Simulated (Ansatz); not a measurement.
# InBrCl2 + H2: a complex and its separated parts, part 1 of 2

Aim: how far the complex at one end of a reaction step lies below its separated, relaxed parts, level by level.

The runs use Ansatz 0.2.0, Gaussian basis; PBE0-D4/def2-TZVP structures, single points in def2-TZVPP, no counterpoise correction.

Levels: SPW92, PBE-D4, BLYP-D4, r2SCAN-D4, B97M-V, PBE0-D4, B3LYP-D4, r2SCAN0-D4, BHLYP-D4, CAM-B3LYP-D4, wB97X-V, wB97M-V, B2PLYP, PBE-QIDH, RPA on PBE, Hartree-Fock, MP2, CCSD, CCSD(T).

Cores are frozen in the correlated methods. Filled d shells of the heavier atoms are correlated. Core potentials replace the inner electrons past krypton, and spin-orbit coupling is left out. B3LYP uses VWN-RPA correlation. B2PLYP carries no dispersion term here.

88 further runs of the same task are left out: 88 set aside as unsound or not needed. Runs told in other sessions of the task aren't counted.

### 1 The system as given

The complex: 6 atoms, charge 0, spin multiplicity 1.

Atoms are counted from 1 here; the program's logs count them from 0.

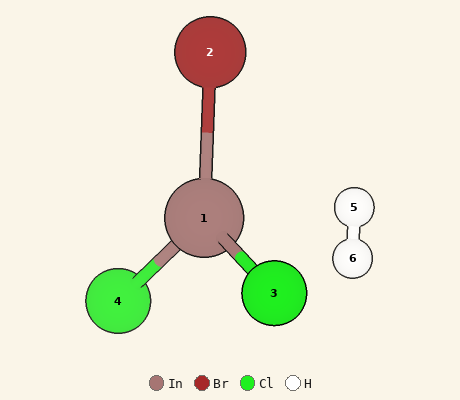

The starting geometry (indium brown, bromine red, chlorine green, hydrogen white); atoms are numbered from 1 in the order of the file.

Geometry (Å):

```mol
BrCl2H2In
  3D, bonds by distance, orders not assigned

  6  4  0  0  0  0  0  0  0  0999 V2000
   -0.4679   -0.6996   -0.2051 In  0  0
    0.2083   -1.7612    1.8795 Br  0  0
    0.7292   -1.0463   -2.1373 Cl  0  0
   -2.4125    0.5220   -0.3195 Cl  0  0
    1.0750    1.3277    0.7126 H   0  0
    0.8678    1.6574    0.0699 H   0  0
  1  2  8  0
  1  3  8  0
  1  4  8  0
  5  6  8  0
M  END
```

Its parts: InBrCl2 holds atoms 1, 2, 3, 4; H2 holds atoms 5, 6. Each part counts its atoms afresh in its own runs.

### 2 Relaxing InBrCl2 alone

File relax-a/in.yaml:

```yaml
crystal:
  periodic: [false, false, false]
  atoms:
    - {symbol: In, position_ang: [-0.467863, -0.699557, -0.205071]}
    - {symbol: Br, position_ang: [0.208334, -1.761228, 1.879489]}
    - {symbol: Cl, position_ang: [0.729242, -1.046258, -2.137348]}
    - {symbol: Cl, position_ang: [-2.412505, 0.522011, -0.319494]}
basis:
  gaussian: {orbitals: def2-TZVP}
hamiltonian: {xc: pbe0, dispersion: d4}
relax: {f_tol: 0.005, max_steps: 200}
```

The run is started by

```bash
$ ansatz run in.yaml --threads 8 --pin off --events-out ev --progress --plain --max-ram 19148MiB
```

The program printed, cut to the lines that bear on the results:

```text
Functional definition: PBE0
  name "PBE0"
  cite "Adamo & Barone, J. Chem. Phys. 110, 6158 (1999) doi:10.1063/1.478522"
  cite "Perdew, Burke & Ernzerhof, Phys. Rev. Lett. 77, 3865 (1996) doi:10.1103/PhysRevLett.77.3865"
  parent pbe
[...]
1430 factors; their error is unknown
[...]
mean field -100254.40096171 eV, -3684.2812804693 hartree, gradient 1.2e-5 eV, S^2 0.000000; 0 other end points of the search recorded, 0 dependent functions left out
[...]
reference -100254.40099718 eV, -3684.2812817727 hartree; 45, 45 occupied and 127, 127 virtual orbitals, 1430 factors
[...]
1430 factors; their error is unknown
[...]
mean field -100254.40470029 eV, -3684.2814178595 hartree, gradient 1.2e-5 eV, S^2 0.000000; 1 other end points of the search recorded, 0 dependent functions left out
[...]
reference -100254.40473577 eV, -3684.2814191633 hartree; 45, 45 occupied and 127, 127 virtual orbitals, 1430 factors
Total energy: -100254.53171572 eV, -3684.2860855903 hartree
Atom 0 at    -0.492418    -0.736731    -0.215438 Å, force    -0.000219     0.000496    -0.000806 eV/Å
Atom 1 at     0.214950    -1.746875     1.878541 Å, force     0.000203    -0.000349     0.000652 eV/Å
Atom 2 at     0.737648    -1.034566    -2.131364 Å, force    -0.000381     0.000121     0.000303 eV/Å
Atom 3 at    -2.402972     0.533141    -0.314162 Å, force     0.000398    -0.000268    -0.000148 eV/Å
Dipole moment:     0.028035    -0.040114     0.083058 e Å
```

Wall time 13 s (8 threads of AMD EPYC 7R43, shared host); peak memory 0.58 GiB.

Along the way:

```tsv
step	energy from step 1 (eV)	largest force component (eV/Å)
1	0.0000	0.1056
2	-0.0034	0.0393
3	-0.0039	0.0079
4	-0.0039	0.0008
```

Close pairs (by a distance rule), those that changed most:

```tsv
bond	before (Å)	after (Å)	change (Å)
In1–Br2	2.435	2.430	-0.005
In1–Cl3	2.299	2.296	-0.003
In1–Cl4	2.299	2.296	-0.003
```

### 3 Relaxing H2 alone

File relax-b/in.yaml:

```yaml
crystal:
  periodic: [false, false, false]
  atoms:
    - {symbol: H, position_ang: [1.075039, 1.327701, 0.712566]}
    - {symbol: H, position_ang: [0.867753, 1.657432, 0.069859]}
basis:
  gaussian: {orbitals: def2-TZVP}
hamiltonian: {xc: pbe0, dispersion: d4}
relax: {f_tol: 0.005, max_steps: 200}
```

The run is started by

```bash
$ ansatz run in.yaml --threads 8 --pin off --events-out ev --progress --plain --max-ram 19148MiB
```

The program printed, cut to the lines that bear on the results:

```text
[... 5 set-up lines as earlier in the session ...]
[...]
88 factors; their error is unknown
[...]
mean field -31.78813213 eV, -1.1681923088 hartree, gradient 1.7e-5 eV, S^2 0.000000; 0 other end points of the search recorded, 0 dependent functions left out
[...]
reference -31.78866848 eV, -1.1682120194 hartree; 1, 1 occupied and 11, 11 virtual orbitals, 88 factors
Total energy: -31.79027504 eV, -1.1682710596 hartree
Atom 0 at     1.074307     1.328866     0.710296 Å, force    -0.000809     0.001287    -0.002509 eV/Å
Atom 1 at     0.868485     1.656267     0.072129 Å, force     0.000809    -0.001287     0.002509 eV/Å
Dipole moment:    -0.000000     0.000000    -0.000000 e Å
```

It took 0.2 s on 8 threads of AMD EPYC 7R43, shared host.

The steps of the relaxation:

```tsv
step	energy from step 1 (eV)	largest force component (eV/Å)
1	0.0000	0.1637
2	-0.0005	0.0025
```

The bond:

```tsv
bond	before (Å)	after (Å)	change (Å)
H1–H2	0.752	0.746	-0.005
```

### 4 SPW92/def2-TZVPP

File parta/in.yaml:

```yaml
crystal:
  periodic: [false, false, false]
  atoms:
    - {symbol: In, position_ang: [-0.492418, -0.736731, -0.215438]}
    - {symbol: Br, position_ang: [0.214950, -1.746875, 1.878541]}
    - {symbol: Cl, position_ang: [0.737648, -1.034566, -2.131364]}
    - {symbol: Cl, position_ang: [-2.402972, 0.533141, -0.314162]}
basis:
  gaussian: {orbitals: def2-TZVPP}
hamiltonian: {xc: lda}
```

File partb/in.yaml:

```yaml
crystal:
  periodic: [false, false, false]
  atoms:
    - {symbol: H, position_ang: [1.074307, 1.328866, 0.710296]}
    - {symbol: H, position_ang: [0.868485, 1.656267, 0.072129]}
basis:
  gaussian: {orbitals: def2-TZVPP}
hamiltonian: {xc: lda}
```

One command serves all of them, each in its own folder.

The run is started by

```bash
$ ansatz run in.yaml --threads 8 --pin off --events-out ev --progress --plain --max-ram 19148MiB
```

parta printed, cut to the lines that bear on the results:

```text
Functional definition: SPW92
  name "SPW92"
  cite "Dirac, Proc. Camb. Phil. Soc. 26, 376 (1930) doi:10.1017/S0305004100016108"
  cite "Slater, Phys. Rev. 81, 385 (1951) doi:10.1103/PhysRev.81.385"
  cite "Perdew & Wang, Phys. Rev. B 45, 13244 (1992) doi:10.1103/PhysRevB.45.13244"
[...]
1352 factors; their error is unknown
[...]
mean field -100084.41329043 eV, -3678.0343487716 hartree, gradient 5.7e-5 eV, S^2 0.000000; 0 other end points of the search recorded, 0 dependent functions left out
reference -100084.41333550 eV, -3678.0343504278 hartree; 45, 45 occupied and 137, 137 virtual orbitals, 1352 factors
Total energy: -100084.41333550 eV, -3678.0343504278 hartree
```

partb printed, cut to the lines that bear on the results:

```text
[... 5 set-up lines as earlier in the session ...]
[...]
118 factors; their error is unknown
[...]
mean field -30.93531970 eV, -1.1368520301 hartree, gradient 4.4e-5 eV, S^2 0.000000; 0 other end points of the search recorded, 0 dependent functions left out
reference -30.93534038 eV, -1.1368527901 hartree; 1, 1 occupied and 27, 27 virtual orbitals, 118 factors
Total energy: -30.93534038 eV, -1.1368527901 hartree
```

They took 0.85 s (parta), 0.15 s (partb) on 8 threads of AMD EPYC 7R43, shared host.

### 5 PBE-D4/def2-TZVPP

Each input of step 4 (parta, partb) changes in the same lines:

```diff
-hamiltonian: {xc: lda}
+hamiltonian: {xc: pbe, dispersion: d4}
```

One command serves all of them, each in its own folder.

The run is started by

```bash
$ ansatz run in.yaml --threads 8 --pin off --events-out ev --progress --plain --max-ram 19148MiB
```

Output in parta, cut to the lines that bear on the results:

```text
Functional definition: PBE
  name "PBE"
[... 2 set-up lines as earlier in the session ...]
[...]
1352 factors; their error is unknown
[...]
mean field -100249.95944846 eV, -3684.1180578678 hartree, gradient 5.8e-5 eV, S^2 0.000000; 0 other end points of the search recorded, 0 dependent functions left out
reference -100249.95949809 eV, -3684.1180596916 hartree; 45, 45 occupied and 137, 137 virtual orbitals, 1352 factors
Total energy: -100250.10358909 eV, -3684.1233549383 hartree
```

Output in partb, cut to the lines that bear on the results:

```text
[... 4 set-up lines as earlier in the session ...]
[...]
118 factors; their error is unknown
[...]
mean field -31.73222757 eV, -1.1661378541 hartree, gradient 3.1e-5 eV, S^2 0.000000; 0 other end points of the search recorded, 0 dependent functions left out
reference -31.73224924 eV, -1.1661386507 hartree; 1, 1 occupied and 27, 27 virtual orbitals, 118 factors
Total energy: -31.73426848 eV, -1.1662128564 hartree
```

Times: 1.4 s (parta), 0.15 s (partb) on 8 threads of AMD EPYC 7R43, shared host.

### 6 BLYP-D4/def2-TZVPP

Each input of step 5 (parta, partb) changes in the same lines:

```diff
-hamiltonian: {xc: pbe, dispersion: d4}
+hamiltonian: {xc: {name: BLYP}, dispersion: d4}
```

One command serves all of them, each in its own folder.

The run is started by

```bash
$ ansatz run in.yaml --threads 8 --pin off --events-out ev --progress --plain --max-ram 19148MiB
```

Log of parta, cut to the lines that bear on the results:

```text
Functional definition: BLYP
  name "BLYP"
  cite "Becke, Phys. Rev. A 38, 3098 (1988) doi:10.1103/PhysRevA.38.3098"
  cite "Lee, Yang & Parr, Phys. Rev. B 37, 785 (1988) doi:10.1103/PhysRevB.37.785"
[...]
1352 factors; their error is unknown
[...]
mean field -100269.95869586 eV, -3684.8530166539 hartree, gradient 4.7e-5 eV, S^2 0.000000; 0 other end points of the search recorded, 0 dependent functions left out
reference -100269.95905517 eV, -3684.8530298580 hartree; 45, 45 occupied and 137, 137 virtual orbitals, 1352 factors
Total energy: -100270.24739234 eV, -3684.8636260538 hartree
```

partb printed, cut to the lines that bear on the results:

```text
[... 4 set-up lines as earlier in the session ...]
[...]
118 factors; their error is unknown
[...]
mean field -31.82604725 eV, -1.1695856639 hartree, gradient 8.3e-5 eV, S^2 0.000000; 0 other end points of the search recorded, 0 dependent functions left out
reference -31.82623967 eV, -1.1695927354 hartree; 1, 1 occupied and 27, 27 virtual orbitals, 118 factors
Total energy: -31.83113761 eV, -1.1697727311 hartree
```

Times: 1.2 s (parta), 0.15 s (partb) on 8 threads of AMD EPYC 7R43, shared host.

### 7 r2SCAN-D4/def2-TZVPP

Each input of step 6 (parta, partb) changes in the same lines:

```diff
-hamiltonian: {xc: {name: BLYP}, dispersion: d4}
+hamiltonian: {xc: r2scan, dispersion: d4}
```

The same command starts each run, in its folder.

The run is started by

```bash
$ ansatz run in.yaml --threads 8 --pin off --events-out ev --progress --plain --max-ram 19148MiB
```

Output in parta, cut to the lines that bear on the results:

```text
Functional definition: r2SCAN
  name "r2SCAN"
  cite "Furness, Kaplan, Ning, Perdew & Sun, J. Phys. Chem. Lett. 11, 8208 (2020) doi:10.1021/acs.jpclett.0c02405"
  cite "Furness, Kaplan, Ning, Perdew & Sun, J. Phys. Chem. Lett. 11, 9248 (2020) doi:10.1021/acs.jpclett.0c03077"
  parent r2scan
[...]
1352 factors; their error is unknown
[...]
mean field -100270.64540913 eV, -3684.8782529011 hartree, gradient 4.6e-5 eV, S^2 0.000000; 0 other end points of the search recorded, 0 dependent functions left out
reference -100270.64542306 eV, -3684.8782534129 hartree; 45, 45 occupied and 137, 137 virtual orbitals, 1352 factors
Total energy: -100270.67775131 eV, -3684.8794414541 hartree
```

partb printed, cut to the lines that bear on the results:

```text
[... 5 set-up lines as earlier in the session ...]
[...]
118 factors; their error is unknown
[...]
mean field -31.87204502 eV, -1.1712760509 hartree, gradient 4.1e-5 eV, S^2 0.000000; 0 other end points of the search recorded, 0 dependent functions left out
reference -31.87205164 eV, -1.1712762941 hartree; 1, 1 occupied and 27, 27 virtual orbitals, 118 factors
Total energy: -31.87255303 eV, -1.1712947197 hartree
```

Wall times: 2.3 s (parta), 0.3 s (partb) on 8 threads of AMD EPYC 7R43, shared host.

### 8 B97M-V/def2-TZVPP

Each input of step 7 (parta, partb) changes in the same lines:

```diff
-hamiltonian: {xc: r2scan, dispersion: d4}
+hamiltonian: {xc: {name: B97M-V}}
```

The same command starts each run, in its folder.

The run is started by

```bash
$ ansatz run in.yaml --threads 8 --pin off --events-out ev --progress --plain --max-ram 19148MiB
```

Log of parta, cut to the lines that bear on the results:

```text
Functional definition: B97M-V
  name "B97M-V"
  cite "Mardirossian & Head-Gordon, J. Chem. Phys. 142, 074111 (2015) doi:10.1063/1.4907719"
  cite "Becke, J. Chem. Phys. 107, 8554 (1997) doi:10.1063/1.475007"
  cite "Vydrov & Van Voorhis, J. Chem. Phys. 133, 244103 (2010) doi:10.1063/1.3521275"
  # Of w^i u^j: cxij and so on, Table III.
[...]
  gx(w, u) = cx00 + cx01*u + cx02*u^2 + (cx10 + cx11*u)*w
[...]
      + integral(e_c_pw_mod_opposite_spin*gos(b97_w_opposite, b97_u_opposite)) + vv10(b, c)
1352 factors; their error is unknown
[...]
mean field -100251.71609906 eV, -3684.1826135868 hartree, gradient 3.2e-5 eV, S^2 0.000000; 0 other end points of the search recorded, 0 dependent functions left out
reference -100251.71617033 eV, -3684.1826162058 hartree; 45, 45 occupied and 137, 137 virtual orbitals, 1352 factors
Total energy: -100251.71617033 eV, -3684.1826162058 hartree
```

Log of partb, cut to the lines that bear on the results:

```text
[... 5 set-up lines as earlier in the session ...]
  # Of w^i u^j: cxij and so on, Table III.
[...]
  gx(w, u) = cx00 + cx01*u + cx02*u^2 + (cx10 + cx11*u)*w
  gss(w, u) = css00 + css02*u^2 + css10*w + (css32*w^3 + css42*w^4)*u^2
  gos(w, u) = cos00 + cos01*u + cos03*u^3 + cos10*w + cos32*w^3*u^2
[...]
      + integral(e_c_pw_mod_opposite_spin*gos(b97_w_opposite, b97_u_opposite)) + vv10(b, c)
118 factors; their error is unknown
[...]
mean field -31.90527643 eV, -1.1724972827 hartree, gradient 8.2e-6 eV, S^2 0.000000; 0 other end points of the search recorded, 0 dependent functions left out
reference -31.90530612 eV, -1.1724983735 hartree; 1, 1 occupied and 27, 27 virtual orbitals, 118 factors
Total energy: -31.90530612 eV, -1.1724983735 hartree
```

Wall times: 3.5 s (parta), 0.2 s (partb) on 8 threads of AMD EPYC 7R43, shared host.

### 9 PBE0-D4/def2-TZVPP

Each input of step 8 (parta, partb) changes in the same lines:

```diff
-hamiltonian: {xc: {name: B97M-V}}
+hamiltonian: {xc: pbe0, dispersion: d4}
+output: {orbitals: {seedname: orbitals}}
```

The same command starts each run, in its folder.

The run is started by

```bash
$ ansatz run in.yaml --threads 8 --pin off --events-out ev --progress --plain --max-ram 19148MiB
```

Log of parta, cut to the lines that bear on the results:

```text
[... 5 set-up lines as earlier in the session ...]
[...]
1544 factors; their error is unknown
[...]
mean field -100254.40673507 eV, -3684.2814926364 hartree, gradient 4.2e-5 eV, S^2 0.000000; 0 other end points of the search recorded, 0 dependent functions left out
reference -100254.40677055 eV, -3684.2814939400 hartree; 45, 45 occupied and 137, 137 virtual orbitals, 1544 factors
Total energy: -100254.53375050 eV, -3684.2861603672 hartree
```

Log of partb, cut to the lines that bear on the results:

```text
[... 5 set-up lines as earlier in the session ...]
[...]
118 factors; their error is unknown
[...]
mean field -31.79610653 eV, -1.1684853627 hartree, gradient 5.5e-5 eV, S^2 0.000000; 0 other end points of the search recorded, 0 dependent functions left out
reference -31.79612252 eV, -1.1684859504 hartree; 1, 1 occupied and 27, 27 virtual orbitals, 118 factors
Total energy: -31.79772908 eV, -1.1685449906 hartree
```

Wall times: 2.2 s (parta), 0.15 s (partb) on 8 threads of AMD EPYC 7R43, shared host; peak memory 0.66 GiB.

### 10 B3LYP-D4/def2-TZVPP

Each input of step 9 (parta, partb) changes in the same lines:

```diff
-hamiltonian: {xc: pbe0, dispersion: d4}
-output: {orbitals: {seedname: orbitals}}
+hamiltonian: {xc: {name: B3LYP}, dispersion: d4}
```

Each run has its own folder and the same command.

The run is started by

```bash
$ ansatz run in.yaml --threads 8 --pin off --events-out ev --progress --plain --max-ram 19148MiB
```

parta printed, cut to the lines that bear on the results:

```text
Functional definition: B3LYP
  name "B3LYP"
  cite "Stephens, Devlin, Chabalowski & Frisch, J. Phys. Chem. 98, 11623 (1994) doi:10.1021/j100096a001"
[... 2 set-up lines as earlier in the session ...]
  cite "Vosko, Wilk & Nusair, Can. J. Phys. 58, 1200 (1980) doi:10.1139/p80-159"
[...]
1504 factors; their error is unknown
[...]
mean field -100273.96587735 eV, -3685.0002778575 hartree, gradient 4.5e-5 eV, S^2 0.000000; 0 other end points of the search recorded, 0 dependent functions left out
reference -100273.96614746 eV, -3685.0002877838 hartree; 45, 45 occupied and 137, 137 virtual orbitals, 1504 factors
Total energy: -100274.20359596 eV, -3685.0090138553 hartree
```

Log of partb, cut to the lines that bear on the results:

```text
[... 6 set-up lines as earlier in the session ...]
[...]
118 factors; their error is unknown
[...]
mean field -32.10922359 eV, -1.1799922024 hartree, gradient 4.6e-5 eV, S^2 0.000000; 0 other end points of the search recorded, 0 dependent functions left out
reference -32.10936569 eV, -1.1799974247 hartree; 1, 1 occupied and 27, 27 virtual orbitals, 118 factors
Total energy: -32.11251680 eV, -1.1801132258 hartree
```

Times: 2 s (parta), 0.15 s (partb) on 8 threads of AMD EPYC 7R43, shared host; peak memory 0.52 GiB.

### 11 r2SCAN0-D4/def2-TZVPP

The same edit goes into each in.yaml of step 10 (parta, partb):

```diff
-hamiltonian: {xc: {name: B3LYP}, dispersion: d4}
+hamiltonian: {xc: {name: r2SCAN0}, dispersion: d4}
```

Each run has its own folder and the same command.

The run is started by

```bash
$ ansatz run in.yaml --threads 8 --pin off --events-out ev --progress --plain --max-ram 19148MiB
```

Output in parta, cut to the lines that bear on the results:

```text
Functional definition: r2SCAN0
  name "r2SCAN0"
  cite "Bursch, Neugebauer, Ehlert & Grimme, J. Chem. Phys. 156, 134105 (2022) doi:10.1063/5.0086040"
[... 3 set-up lines as earlier in the session ...]
[...]
1544 factors; their error is unknown
[...]
mean field -100269.53557371 eV, -3684.8374672015 hartree, gradient 4.9e-5 eV, S^2 0.000000; 0 other end points of the search recorded, 0 dependent functions left out
reference -100269.53558432 eV, -3684.8374675913 hartree; 45, 45 occupied and 137, 137 virtual orbitals, 1544 factors
Total energy: -100269.57750339 eV, -3684.8390080890 hartree
```

partb printed, cut to the lines that bear on the results:

```text
[... 6 set-up lines as earlier in the session ...]
[...]
118 factors; their error is unknown
[...]
mean field -31.85186014 eV, -1.1705342700 hartree, gradient 1.4e-5 eV, S^2 0.000000; 0 other end points of the search recorded, 0 dependent functions left out
reference -31.85186526 eV, -1.1705344584 hartree; 1, 1 occupied and 27, 27 virtual orbitals, 118 factors
Total energy: -31.85240664 eV, -1.1705543537 hartree
```

Times: 3 s (parta), 0.35 s (partb) on 8 threads of AMD EPYC 7R43, shared host; peak memory 0.55 GiB.

### 12 BHLYP-D4/def2-TZVPP

Each input of step 11 (parta, partb) changes in the same lines:

```diff
-hamiltonian: {xc: {name: r2SCAN0}, dispersion: d4}
+hamiltonian: {xc: {name: BHLYP}, dispersion: d4}
```

The same command starts each run, in its folder.

The run is started by

```bash
$ ansatz run in.yaml --threads 8 --pin off --events-out ev --progress --plain --max-ram 19148MiB
```

Log of parta, cut to the lines that bear on the results:

```text
Functional definition: BHLYP
  name "BHLYP"
  cite "Becke, J. Chem. Phys. 98, 1372 (1993) doi:10.1063/1.464304"
[... 2 set-up lines as earlier in the session ...]
[...]
1668 factors; their error is unknown
[...]
mean field -100268.39414275 eV, -3684.7955203875 hartree, gradient 4.1e-5 eV, S^2 0.000000; 0 other end points of the search recorded, 0 dependent functions left out
reference -100268.39432460 eV, -3684.7955270705 hartree; 45, 45 occupied and 137, 137 virtual orbitals, 1668 factors
Total energy: -100268.64497869 eV, -3684.8047384381 hartree
```

partb printed, cut to the lines that bear on the results:

```text
[... 5 set-up lines as earlier in the session ...]
[...]
118 factors; their error is unknown
[...]
mean field -31.83804257 eV, -1.1700264837 hartree, gradient 5.6e-5 eV, S^2 0.000000; 0 other end points of the search recorded, 0 dependent functions left out
reference -31.83813813 eV, -1.1700299956 hartree; 1, 1 occupied and 27, 27 virtual orbitals, 118 factors
Total energy: -31.83988173 eV, -1.1700940719 hartree
```

They took 2.1 s (parta), 0.15 s (partb) on 8 threads of AMD EPYC 7R43, shared host; peak memory 0.54 GiB.

(Continued in part 2 of 2.)
